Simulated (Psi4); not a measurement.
Two rigid molecules brought together: CO ··· H2S (SMILES [C-]#[O+] and S). Monomers: optimised at B3LYP-D3(BJ) (def2-TZVP), held rigid. Orientation: lowest of the rigid-body minima from ten starts at GFN2-xTB (searched outside a hard wall at short contacts). The monomers approach along the line of their centres of mass (distance R); nothing else relaxes. The shortest distances reach bonding range, where SAPT0 and rigid monomers are unreliable.

Method: SAPT0/jun-cc-pVDZ, frozen core (Psi4).

Components in kcal/mol:

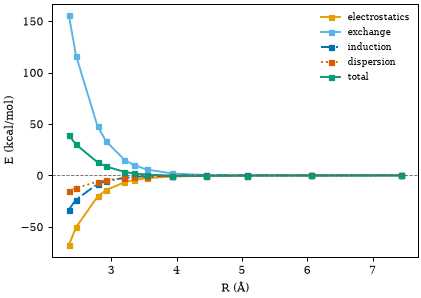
*Components of the interaction energy.*

```json
[
 {"R / Å": "2.35", "electrostatics": "-67.76", "exchange": "155.79", "induction": "-33.32", "dispersion": "-15.67", "total": "39.03"},
 {"R / Å": "2.46", "electrostatics": "-50.57", "exchange": "116.50", "induction": "-23.59", "dispersion": "-12.29", "total": "30.05"},
 {"R / Å": "2.79", "electrostatics": "-20.53", "exchange": "47.63", "induction": "-8.41", "dispersion": "-6.03", "total": "12.67"},
 {"R / Å": "2.92", "electrostatics": "-14.35", "exchange": "33.24", "induction": "-5.63", "dispersion": "-4.60", "total": "8.66"},
 {"R / Å": "3.20", "electrostatics": "-6.70", "exchange": "15.16", "induction": "-2.41", "dispersion": "-2.63", "total": "3.42"},
 {"R / Å": "3.34", "electrostatics": "-4.62", "exchange": "10.19", "induction": "-1.59", "dispersion": "-2.01", "total": "1.97"},
 {"R / Å": "3.54", "electrostatics": "-2.76", "exchange": "5.74", "induction": "-0.89", "dispersion": "-1.38", "total": "0.72"},
 {"R / Å": "3.93", "electrostatics": "-1.08", "exchange": "1.84", "induction": "-0.29", "dispersion": "-0.69", "total": "-0.21"},
 {"R / Å": "4.45", "electrostatics": "-0.38", "exchange": "0.40", "induction": "-0.06", "dispersion": "-0.29", "total": "-0.34"},
 {"R / Å": "5.07", "electrostatics": "-0.16", "exchange": "0.06", "induction": "-0.01", "dispersion": "-0.12", "total": "-0.23"},
 {"R / Å": "6.06", "electrostatics": "-0.06", "exchange": "0.00", "induction": "0.00", "dispersion": "-0.04", "total": "-0.10"},
 {"R / Å": "7.44", "electrostatics": "-0.02", "exchange": "0.00", "induction": "0.00", "dispersion": "-0.01", "total": "-0.03"}
]
```
